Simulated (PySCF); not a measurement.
# SiH3Cl (SMILES [H][Si]([H])([H])Cl) at CISD/STO-3G

Aim: the energy change on altering one bond length of SiH3Cl at CISD/STO-3G, from 2 runs. Input form: a Python script.

The results are computed with PySCF 2.14.0.

10 further runs of the same task are left out: 1 that didn't finish, 9 set aside as unsound or not needed.

### Step 1. The structure to begin with

SiH3Cl has 5 atoms, charge 0, and is taken as a singlet. SMILES: `[H][Si]([H])([H])Cl`. Geometry: relaxed at GFN2-xTB.

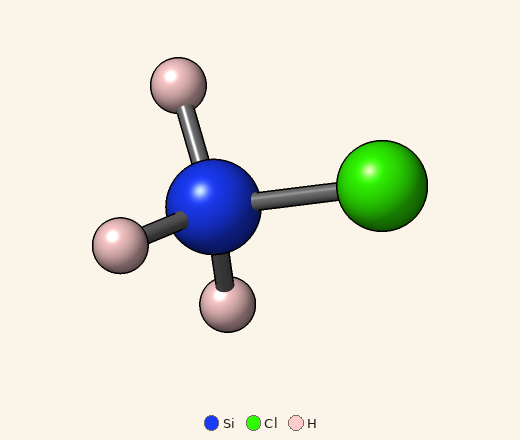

Viewed from a chosen angle; silicon blue, chlorine green, hydrogen pink.

### Step 2. The energy at CISD/STO-3G

The input, run.py:

```python
from pyscf import gto, ci

mol = gto.M(
    atom='''
Si     0.000548     0.003666    -0.244549
Cl     0.020201    -0.039382     3.553876
H      2.612225     0.021184    -1.124217
H     -1.324226     2.274663    -1.070492
H     -1.308730    -2.260150    -1.114636
''',
    unit='bohr',
    max_memory=1860,
    verbose=3,
    basis='sto-3g',
)

myscf = mol.RHF()
myscf.conv_tol = 1e-10
myscf.kernel()
if not myscf.converged:
    myscf = myscf.newton().run(myscf.mo_coeff, myscf.mo_occ)

cisd = ci.CISD(myscf, frozen=10)
cisd.kernel()
e_tot = cisd.e_tot
print('E = %.10f Eh' % e_tot)
```

On the command line:

```bash
$ OMP_NUM_THREADS=1 python run.py
```

The program printed:

```text
converged SCF energy = -741.972941263118
E(RCISD) = -742.0344568117727  E_corr = -0.06151554865444996
E = -742.0344568118 Eh
```

It took 0.87 s on 1 thread of Arm Neoverse V1, shared host; peak memory 0.12 GiB.

### Step 3. The distorted shape

The input, calc.py:

```python
from pyscf import gto, ci

mol = gto.M(
    atom='''
Si       1.262156      -2.161218       0.657312
Cl       1.272556      -2.183998       2.667352
H        2.644196      -2.151948       0.191812
H       -0.700750       1.203700      -0.566480
H        0.569316      -3.359178       0.196882
''',
    verbose=3,
    charge=0,
    basis='sto-3g',
    max_memory=1860,
)

mf = mol.RHF()
mf.conv_tol = 1e-10
mf.kernel()
if not mf.converged:
    mf = mf.newton().run(mf.mo_coeff, mf.mo_occ)

cisd = ci.CISD(mf, frozen=10)
cisd.kernel()
e_final = cisd.e_tot
print('E(%s) = %.9f' % ('CISD', e_final))
```

On the command line:

```bash
$ OMP_NUM_THREADS=1 python calc.py
```

The program printed:

```text
converged SCF energy = -741.5806561967
E(RCISD) = -741.8303995388734  E_corr = -0.249743342172869
E(CISD) = -741.830399539
```

Wall time 0.91 s (1 thread of Arm Neoverse V1, shared host); peak memory 0.12 GiB.

### Step 4. What came out

At CISD/STO-3G, 10 core orbitals frozen:

| quantity | value |
| --- | --- |
| first shape: total energy | -742.03446 Eh |
| first shape: dipole moment (Hartree–Fock density) | 2.76 D |
| first shape: HOMO energy (Hartree–Fock orbitals) | -10.22 eV |
| first shape: LUMO energy (Hartree–Fock orbitals) | 10.21 eV |
| first shape: HOMO–LUMO gap (Hartree–Fock orbitals) | 20.43 eV |
| first shape: correlation energy (10 core orbitals frozen) | -61.5 mEh |
| distorted shape: total energy | -741.83040 Eh |
| distorted shape: dipole moment (Hartree–Fock density) | 2.46 D |
| distorted shape: HOMO energy (Hartree–Fock orbitals) | -3.71 eV |
| distorted shape: LUMO energy (Hartree–Fock orbitals) | 0.41 eV |
| distorted shape: HOMO–LUMO gap (Hartree–Fock orbitals) | 4.12 eV |
| distorted shape: correlation energy (10 core orbitals frozen) | -249.7 mEh |
| energy change with the Si1–H4 bond stretched from 1.458 to 4.083 Å | 5.553 eV |

**Reading.** One bond (distorted shape) is far stretched, which a spin-restricted single reference describes badly; a broken-symmetry solution may lie lower. With the Si1–H4 bond stretched from 1.458 to 4.083 Å the energy rises by 5.55 eV (536 kJ/mol). The first shape isn't relaxed at this level, so the change isn't measured from a minimum. A restricted reference can't describe the breaking bond well at this length. The minimal basis adds a large error of its own. Mulliken charges (first shape) of the mean-field density run from -0.39 on Cl2 to +0.78 on Si1.
